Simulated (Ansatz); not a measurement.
```xyz
5

Al   -0.3170   -0.4897   -0.9418
O     1.2392    0.3391    1.4437
H     0.9966   -0.3514    2.0928
H     1.8020   -0.1690    0.8028
H    -1.6948    0.3896   -0.5800
```

Not at a stationary point (largest force 0.8 eV/Å).

Computed with RKS PBE/def2-SVP in Ansatz.

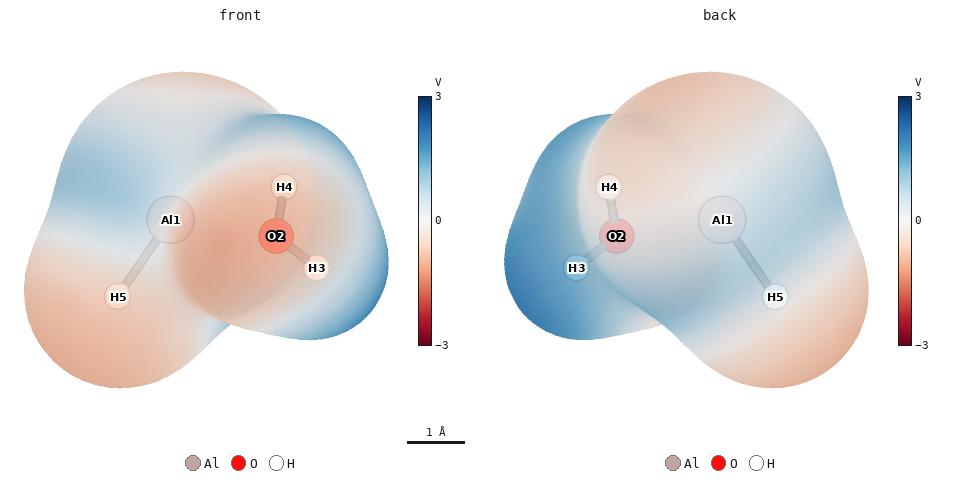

AlH···H₂O. The molecular electrostatic potential painted on the density surface at 0.001 e/bohr³, seen from the front and from behind; the colour scale runs from red (negative) to blue (positive).

> Where is the surface potential most negative and most positive?

The most negative region (about −1.2 V) lies over O2, the most positive (about +2.1 V) over H3. O2 is the likeliest acceptor of a hydrogen bond.
